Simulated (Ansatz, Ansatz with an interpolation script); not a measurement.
# VBiO4 (Clinobisvanite): what limits a Wannier interpolation of GW

Wanted: errors and cost of interpolated bands of VBiO4 (Clinobisvanite) under coarser or faulty settings.

Method: maximally localised Wannier functions, LDA, plane waves, PAW; PAW set soft_1, in Ansatz 0.2.0.

**1. The starting structure**

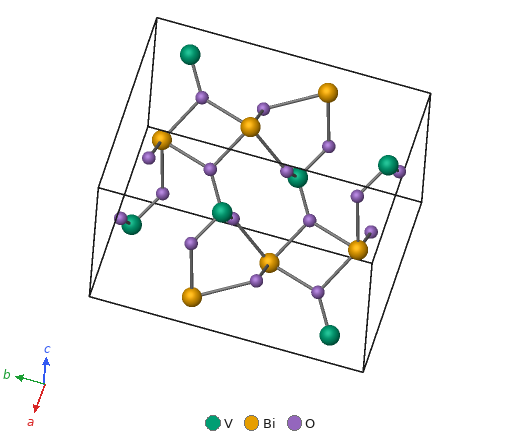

The cell as given, from a free direction (vanadium teal, bismuth orange, oxygen purple). This picture shows the conventional cell, with its axes. Some periodic images of atoms are drawn too.

The cell and positions come from the Crystallography Open Database and are kept as given unless a step says otherwise. Spin-orbit coupling is left out unless a step names it.

**2. Wannier model on 8×8×8**

Localised functions give a small Hamiltonian that interpolates between mesh points at no cost.

The input, input.yaml:

```yaml
crystal:
  lattice:
    - [3.6235830947, -5.8486, 0.0]
    - [3.6235830947, 5.8486, 0.0]
    - [-3.5500110127, 0.0, 3.6473943918]
  atoms:
    - { symbol: V, position: [0.87, 0.13, 0.75] }
    - { symbol: V, position: [0.13, 0.87, 0.25] }
    - { symbol: Bi, position: [0.3665, 0.6335, 0.75] }
    - { symbol: Bi, position: [0.6335, 0.3665, 0.25] }
    - { symbol: O, position: [0.9383, 0.3547, 0.6388] }
    - { symbol: O, position: [0.6453, 0.0617, 0.8612] }
    - { symbol: O, position: [0.0617, 0.6453, 0.3612] }
    - { symbol: O, position: [0.3547, 0.9383, 0.1388] }
    - { symbol: O, position: [0.8113, 0.7099, 0.8796] }
    - { symbol: O, position: [0.2901, 0.1887, 0.6204] }
    - { symbol: O, position: [0.1887, 0.2901, 0.1204] }
    - { symbol: O, position: [0.7099, 0.8113, 0.3796] }
kpoints:
  mp_grid: { grid: [4, 4, 4] }
hamiltonian:
  xc: lda
  pseudopotentials: { kind: paw, azcp: { folder: soft_1 }, xc_functional: pbe }
scf:
  occupations: { method: fixed }
  n_extra_bands: 82
output:
  wannier:
    kmesh: [8, 8, 8]
    projections: [{ species: O, l: p, shell: 2 }, { species: V, l: d, shell: 3 }]
    minimise: true
    write_hr: true
    seedname: w
    conv_tol: 1.0e-06
    max_iter: 20000
    stability_check: false
    disentanglement:
      window: [2.74, 15.46]
      frozen_window: [2.74, 12.46]
      conv_tol: 1.0e-08
```

On the command line:

```
$ ansatz run input.yaml --threads 8 --pin off --max-ram 18432MiB --backend cpu --events-out ev --progress --plain --runs-dir out
```

Numbers of over 12 decimals in the logs are rounded to 6 here.

What it wrote:

```text
scf.n_extra_bands = 82 over 52 filled bands (N_el = 104.0): the run solves 134 bands
Engine: ansatz 0.2.0, x86_64-unknown-linux-gnu
Pseudopotentials: kind: paw
Pseudopotential: V, paw, valence charge 13, recommended cutoff 420 eV (normal), soft_1/V.paw.azcp
Pseudopotential: Bi, paw, valence charge 15, recommended cutoff 420 eV (normal), soft_1/Bi.paw.azcp
Pseudopotential: O, paw, valence charge 6, recommended cutoff 420 eV (normal), soft_1/O.paw.azcp
Functional definition: SPW92
  exchange = slater_x
  correlation = pw_c
Crystal: 12 atoms, lattice volume = 154.598 Å³
Basis set: ecut = 420 eV, 3041 PW (Γ)
Bands: 134, of which v1, the nominal top of the filled ones, is band 52 counted from 1 (51 counted from 0)
Symmetry: 4 space group operations
Space group: C2/c (ITA 15), of the structure as read, at distance tolerance 5.4e-5 Å
k-points: 24 of 64
Non-local potential: V, projectors of the file, l = 0: 3, l = 1: 2, l = 2: 3, l = 3: 1
Non-local potential: Bi, projectors of the file, l = 0: 2, l = 1: 2, l = 2: 2, l = 3: 1
Non-local potential: O, projectors of the file, l = 0: 2, l = 1: 2, l = 2: 1
PAW form: soft (Blöchl's): semilocal exchange-correlation on the pseudo side does not see the compensation charge
PAW frozen core: V, regenerated for the run's functional, and the local potential with it (the file was generated under x = pbe(κ = 0.804, μ = 0.219515), c = pbe(β = 0.066725))
PAW frozen core: Bi, regenerated for the run's functional, and the local potential with it (the file was generated under x = pbe(κ = 0.804, μ = 0.219515), c = pbe(β = 0.066725))
PAW frozen core: O, regenerated for the run's functional, and the local potential with it (the file was generated under x = pbe(κ = 0.804, μ = 0.219515), c = pbe(β = 0.066725))
PAW one-centre angular grid: V, 590 points (default); XC on 64 Gauss nodes
PAW one-centre angular grid: Bi, 590 points (default); XC on 64 Gauss nodes
PAW one-centre angular grid: O, 110 points (default); XC on 64 Gauss nodes
Initial density: superposition of atomic densities (chi_scale 0.1, normalization cell, long waves kept (reshape's long-wave potential 0.03 eV rms))
Initial wavefunctions: pseudopotential atomic-orbital guess
Functional: x = slater, c = lda
SCF iter   1: F=—  HF=-34345.425845 eV  |F-HF|=—  |Δ(HF+E_count)|=         —  Δρ=8.51e-2  dr2=1.95e1  ethr=3.10e-3  ⟨swp⟩=4.1  Hψ=10407  notcnv=0  defer=1862
preconditioner: auto → Resta (q_TF=auto, 2.554 Å⁻¹)  ε∞=1.9  [insulator: Δε(μ)=1.401 eV  Ē_g=28.946 eV  n_scr=36 (ndim 8)  ℏωp=28.0 eV  f_vac=0.000  ε∞_Penn≈1.9]
SCF iter   2: F=—  HF=-34347.122844 eV  |F-HF|=—  |Δ(HF+E_count)|=    1.70e0  Δρ=1.22e-1  dr2=2.81e1  ethr=3.10e-3  ⟨swp⟩=2.0  Hψ=5130  notcnv=0  defer=1812
[...]
E_local      = -7847.627402  (includes V_loc(G=0)·N_el)
  E_nonlocal   = 1427.811521
  E_hartree    = 2952.924779
  E_xc         = -1092.719875
  E_vxc        = -1276.493717  (∫ρ·V_xc dr)
  E_paw        = -24051.328322  (= ΣΔE_a)
  E_vpaw       = -1353.425741  (= ΣTr[D̂ρ^β])
  E_aug_tail   = 0.008744  (compensation charges beyond the density's cutoff)
  E_ewald      = -8154.191953
  E_core_change = 1.458030  (= ΣΔE_core)
  E_smearing   = -0.000000  (= −TS)
  E_closure    = -0.000000  (closes the sum)
  Σ components = -34342.279353   (vs F -34342.279353, Δ=0.00e0)
--- Band table (eV; the first three rows and the last of 24) ---
  k-point 0: bands = [... 48 lower, 7.1401, 7.4507, 7.5072, 7.6630, 10.6111, 11.0507, 11.3678, 11.5486, ... 78 higher]
  k-point 1: bands = [... 48 lower, 7.1085, 7.2987, 7.5384, 8.0464, 10.6595, 10.8172, 11.0631, 11.2254, ... 78 higher]
  k-point 2: bands = [... 48 lower, 7.2512, 7.2512, 7.7065, 7.7065, 10.9557, 10.9557, 11.2504, 11.2504, ... 78 higher]
  k-point 23: bands = [... 48 lower, 7.2741, 7.2741, 7.8202, 7.8202, 11.0302, 11.0302, 11.2079, 11.2079, ... 78 higher]
Wannier search: line search 1 of at most 20000: gauge-dependent spread (as the search counts it) 7.4095259 Å², largest recent change 5.9e-1 Å² against conv_tol 1.0e-6 Å², 0 stops escaped
Wannier search: line search 100 of at most 20000: gauge-dependent spread (as the search counts it) 6.2295242 Å², largest recent change 2.4e-3 Å² against conv_tol 1.0e-6 Å², 0 stops escaped
Wannier search: line search 200 of at most 20000: gauge-dependent spread (as the search counts it) 6.0851470 Å², largest recent change 1.0e-3 Å² against conv_tol 1.0e-6 Å², 0 stops escaped
Wannier search: line search 300 of at most 20000: gauge-dependent spread (as the search counts it) 5.9951015 Å², largest recent change 8.1e-4 Å² against conv_tol 1.0e-6 Å², 0 stops escaped
Wannier search: line search 400 of at most 20000: gauge-dependent spread (as the search counts it) 5.9481675 Å², largest recent change 4.0e-4 Å² against conv_tol 1.0e-6 Å², 0 stops escaped
Wannier search: line search 500 of at most 20000: gauge-dependent spread (as the search counts it) 5.9253207 Å², largest recent change 1.5e-4 Å² against conv_tol 1.0e-6 Å², 0 stops escaped
Wannier search: line search 600 of at most 20000: gauge-dependent spread (as the search counts it) 5.9126381 Å², largest recent change 1.2e-4 Å² against conv_tol 1.0e-6 Å², 0 stops escaped
Wannier search: line search 700 of at most 20000: gauge-dependent spread (as the search counts it) 5.9043245 Å², largest recent change 8.7e-5 Å² against conv_tol 1.0e-6 Å², 0 stops escaped
[...]
Wannier search: line search 3700 of at most 20000: gauge-dependent spread (as the search counts it) 5.8646604 Å², largest recent change 1.1e-6 Å² against conv_tol 1.0e-6 Å², 0 stops escaped
Wannier search: line search 3800 of at most 20000: gauge-dependent spread (as the search counts it) 5.8645582 Å², largest recent change 1.1e-6 Å² against conv_tol 1.0e-6 Å², 0 stops escaped
Wannier search: line search 3900 of at most 20000: gauge-dependent spread (as the search counts it) 5.8644592 Å², largest recent change 1.3e-6 Å² against conv_tol 1.0e-6 Å², 0 stops escaped
Wannier search: line search 4000 of at most 20000: gauge-dependent spread (as the search counts it) 5.8643623 Å², largest recent change 1.3e-6 Å² against conv_tol 1.0e-6 Å², 0 stops escaped
[key lines of the parts left out:]
SCF converged after 12 iterations
Free energy (F): -34342.279353 eV
Fermi energy:    8.068440 eV
```

Run time: 1.8 min. Hardware: 8 threads of AMD EPYC 9B45 (Zen 5), shared host; peak memory 5.1 GiB; 10 min of CPU time.

This step gave:

```
gauge-invariant spread     : 54.86 Å²
diagonal spread            : 0.09764 Å²
off-diagonal spread        : 5.767 Å²
total spread               : 60.72 Å²
least projectability       : 0.1741
localisation steps         : 4062
disentanglement steps      : 167
r.m.s. interpolation error : 7.61e-4 eV
r.m.s. error near the gap  : 0.001061 eV
```

Near the gap the model misses directly solved bands by 1.1 meV r.m.s. and by 17 meV at most in the window tested. This tests the starting bands, not the corrections carried with them.

**3. G0W0: 4×4×4 mesh, 644 empty bands, screening to 150 eV, PAW set soft_1 files**

G0W0 replaces the xc potential by the self-energy, built once from these orbitals. Only a window of levels is corrected, while the sums run over the empty bands that the input names.

This step: G0W0 on LDA, plane waves, PAW; PAW set soft_1.

input.yaml, the sections that differ from step 2:

```yaml
scf:
  occupations: { method: fixed }
gw:
  n_empty_bands: 644
  ecut_chi: 150.0
  qp_bands: [v24, c8]
  screening: { model: contour_deformation }
# crystal, kpoints, hamiltonian: as in step 2
# output: removed
```

What it wrote:

```text
[...]
Crystal: 12 atoms, lattice volume = 154.598 Å³
Basis set: ecut = 420 eV, 3041 PW (Γ)
Bands: 64, of which v1, the nominal top of the filled ones, is band 52 counted from 1 (51 counted from 0)
[... 1 set-up line as in the run before ...]
[...]
k-points: 24 of 64
[...]
0    36      4.8403   -25.6623     4.7471   -20.7383  0.6828     4.6624     4.6634  root
[...]
23    57     11.6806   -15.1681    -5.6887   -22.1103  0.7327    12.9708    12.9341  root
    23    58     11.6806   -15.1681    -5.6887   -22.1103  0.7327    12.9708    12.9341  root
    23    59     12.1177   -15.9517    -5.8836   -23.1215  0.7178    13.4526    13.4039  root
    23    60     12.1177   -15.9517    -5.8836   -23.1215  0.7178    13.4526    13.4039  root
[key lines of the parts left out:]
SCF converged after 11 iterations
Free energy (F): -34342.279353 eV
Fermi energy:    8.068439 eV
```

Run time: 29 min. Hardware: 8 threads; peak memory 6.2 GiB; 3.6 h of CPU time.

The G0W0 gap on the mesh is 3.729 eV.

**4. G0W0: 2×2×2 mesh, 644 empty bands, screening to 150 eV, PAW set soft_1 files**

Edit input.yaml of step 3 so:

```diff
@@ -19,3 +19,3 @@
 kpoints:
-  mp_grid: { grid: [4, 4, 4] }
+  mp_grid: { grid: [2, 2, 2] }
 hamiltonian:
```

What it wrote:

```text
[...]
Crystal: 12 atoms, lattice volume = 154.598 Å³
Basis set: ecut = 420 eV, 3041 PW (Γ)
Bands: 64, of which v1, the nominal top of the filled ones, is band 52 counted from 1 (51 counted from 0)
[... 1 set-up line as in the run before ...]
[...]
k-points: 6 of 8
[...]
0    36      4.8349   -25.7029     4.7846   -20.7435  0.6838     4.6593     4.6601  root
[...]
5    57     11.6752   -15.0991    -5.7879   -22.1290  0.7291    12.9566    12.9172  root
     5    58     11.6752   -15.0991    -5.7879   -22.1290  0.7291    12.9566    12.9172  root
     5    59     12.1124   -15.9010    -5.9495   -23.1294  0.7155    13.4412    13.3912  root
     5    60     12.1124   -15.9010    -5.9495   -23.1294  0.7155    13.4412    13.3912  root
[key lines of the parts left out:]
SCF converged after 10 iterations
Free energy (F): -34342.271568 eV
Fermi energy:    8.034552 eV
```

The job ended after 56 s (8 threads; peak memory 4.5 GiB).

The G0W0 gap on the mesh is 3.769 eV.

**5. G0W0: 4×4×4 mesh, 299 empty bands, screening to 90 eV, PAW set soft_1 files**

Edit input.yaml of step 4 so:

```diff
@@ -19,3 +19,3 @@
 kpoints:
-  mp_grid: { grid: [2, 2, 2] }
+  mp_grid: { grid: [4, 4, 4] }
 hamiltonian:
@@ -26,4 +26,4 @@
 gw:
-  n_empty_bands: 644
-  ecut_chi: 150.0
+  n_empty_bands: 299
+  ecut_chi: 90
   qp_bands: [v24, c8]
```

What it wrote:

```text
[...]
Crystal: 12 atoms, lattice volume = 154.598 Å³
Basis set: ecut = 420 eV, 3041 PW (Γ)
Bands: 64, of which v1, the nominal top of the filled ones, is band 52 counted from 1 (51 counted from 0)
[... 1 set-up line as in the run before ...]
[...]
k-points: 24 of 64
[...]
21    59     12.7332   -17.3787    -6.3881   -25.3849  0.6898    14.4579    14.3514  root ?
[...]
23    57     11.6806   -15.1681    -5.4498   -22.1103  0.7367    13.2284    13.1730  root
    23    58     11.6806   -15.1681    -5.4498   -22.1103  0.7367    13.2284    13.1730  root
    23    59     12.1177   -15.9517    -5.6375   -23.1215  0.7221    13.7227    13.6500  root
    23    60     12.1177   -15.9517    -5.6375   -23.1215  0.7221    13.7227    13.6500  root
[key lines of the parts left out:]
SCF converged after 11 iterations
Free energy (F): -34342.279353 eV
Fermi energy:    8.068439 eV
```

Elapsed: 6.7 min, on 8 threads; peak memory 2.5 GiB; 47 min of CPU time.

The G0W0 gap on the mesh is 3.693 eV.

**6. Interpolated results**

Times are wall times on 8 threads of AMD EPYC 9B45 (Zen 5), shared host, good to a factor of about two.

| GW mesh | empty bands | cutoff (eV) | frequency | gap on mesh (eV) | gap over zone (eV) | direct gap (eV) | valence width (eV) | GW time |
| --- | --- | --- | --- | --- | --- | --- | --- | --- |
| 4×4×4 | 644 | 150 | contour deformation | 3.729 | 3.508 | 3.566 | 5.341 | 29 min |
| 2×2×2 | 644 | 150 | contour deformation | 3.769 | 3.334 | 3.399 | 5.357 | 56 s |
| 4×4×4 | 299 | 90 | contour deformation | 3.693 | 3.472 | 3.528 | 5.467 | 6.7 min |

**7. Outcome**

* 4×4×4 mesh, 644 empty bands, screening to 150 eV, PAW set soft_1 files: 3.51 eV
* 2×2×2 mesh, 644 empty bands, screening to 150 eV, PAW set soft_1 files: 3.33 eV
* 4×4×4 mesh, 299 empty bands, screening to 90 eV, PAW set soft_1 files: 3.47 eV

The largest change, −0.17 eV in the gap over the zone, comes with 2×2×2 mesh, 644 empty bands, screening to 150 eV, PAW set soft_1 files. The first run is a reference, not a converged one, and where a row moves several settings no single cause can be named. Rows on another GW mesh add that mesh's corrections to the bands of the one model. With 2×2×2 mesh, 644 empty bands, screening to 150 eV, PAW set soft_1 files the gap over the zone moves by −0.17 eV and that on the mesh by +0.04 eV. With 4×4×4 mesh, 299 empty bands, screening to 90 eV, PAW set soft_1 files the gap over the zone moves by −0.04 eV and that on the mesh by −0.04 eV. Gaps over the zone and on the mesh differ where an edge lies off the mesh, or where a GW run starts from another density: the starting gap over the zone is 2.136 eV, on the GW meshes it is 2.287 eV and 2.310 eV. Where an edge is built on 6p states of lead, bismuth or thallium, scalar-relativistic gaps usually stand too wide, by a few tenths to over one eV. The runs have no spin polarisation. For a closed low-spin shell that is the natural state; where a d or f shell is open it is a constraint, and the gap is then not the crystal's own. The many-body steps are scalar-relativistic: spin-orbit coupling is not in them.

[Paths, hosts, dates, memory and timing lines, banners, echoed tables and standing remarks are left out of the program output.]

[Logs are printed without paths, hosts, clocks, repeated set-up lines and the standing remarks that a program may print on its own settings, such as how far it seeks lower states.]

[Runs of the session that timed out or met a known fault of the program may be left out.]

[Hosts, paths, dates, database ids (printed as entryN), source tags and the programs' standing remarks are cut or masked in the printed files.]
